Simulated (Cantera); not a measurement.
Charge: 1 mol C, 0.8 mol NH3, held at 9.70 bar.

Cantera equilibrium calculation (NASA polynomials, part measured and part estimated; ideal gas, pure solids and liquids). Candidate condensed phases: C, C6H6, C7H8, C8H18; 92 gas species. Kinetics and transport are ignored.

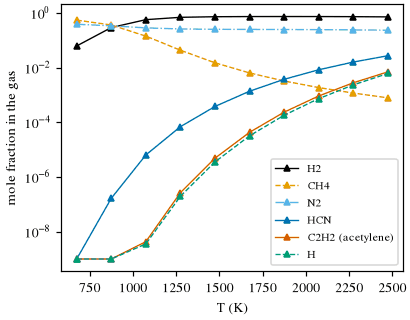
Fig. 1. Equilibrium gas composition (values under 1e-9 drawn at 1e-9)

Task: Read off the mole fractions at 2075 K.

Result: H2 about 0.74, N2 about 0.25, HCN about 0.0084, CH4 about 0.0019, C2H2 (acetylene) about 0.00092, H about 0.00074.
